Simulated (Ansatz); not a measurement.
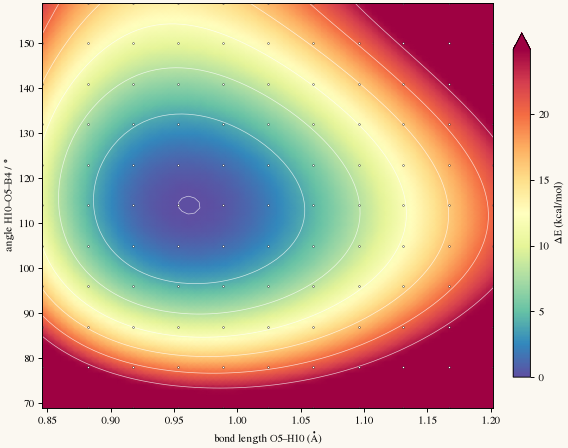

Energy landscape of BClH₅NOSi, SMILES N[SiH](Cl)BO. The first coordinate is: bond length O5–H10; the second: angle H10–O5–B4. Nothing is relaxed (all other coordinates rigid). The scan uses an 11 × 11 grid. Points are written as (first, second). Energies: kcal/mol, counted from the lowest grid point. All numbers below come from Ansatz, RKS PBE0-D4/def2-TZVP.

In the figure: a smooth colour map with a few white contour lines, dots at the grid points, one colour for all values above the top of the scale. Between grid points the surface is interpolated. 

> Where are the wells?

The lowest grid point is at (0.953 Å, 114°). No other kind of well shows on this grid. The highest grid point, (0.846 Å, 69°), lies 44.7 kcal/mol above the lowest. Round the minimum the two coordinates are weakly coupled (coupling 0.06 in units of the two stiffnesses).

The input of one point:

```yaml
crystal:
  periodic: [false, false, false]
  atoms:
    - { symbol: "N", position_ang: [-1.219134, -0.525274, -1.107008] }
    - { symbol: Si, position_ang: [-0.411059, -0.73522, 0.378356] }
    - { symbol: Cl, position_ang: [0.904529, -2.365267, 0.437413] }
    - { symbol: B, position_ang: [0.790108, 0.846736, 0.74902] }
    - { symbol: O, position_ang: [1.118401, 1.62755, -0.304325] }
    - { symbol: H, position_ang: [-0.738951, -0.08098, -1.873456] }
    - { symbol: H, position_ang: [-1.912289, -1.179356, -1.432369] }
    - { symbol: H, position_ang: [-1.427612, -1.061853, 1.407755] }
    - { symbol: H, position_ang: [1.248837, 1.0848, 1.835902] }
    - { symbol: H, position_ang: [1.72462, 2.331291, -0.091121] }
basis:
  gaussian: { orbitals: def2-TZVP }
hamiltonian:
  xc: pbe0
  dispersion: d4
output:
  forces: true
```

Each point was launched as `ansatz run input.yaml --threads 1 --pin off --max-ram 2560MiB --backend cpu --events-out ev --progress --plain --runs-dir out`. The whole map (121 points run) took 27 min on 1 thread of Arm Neoverse V2, on a shared host.
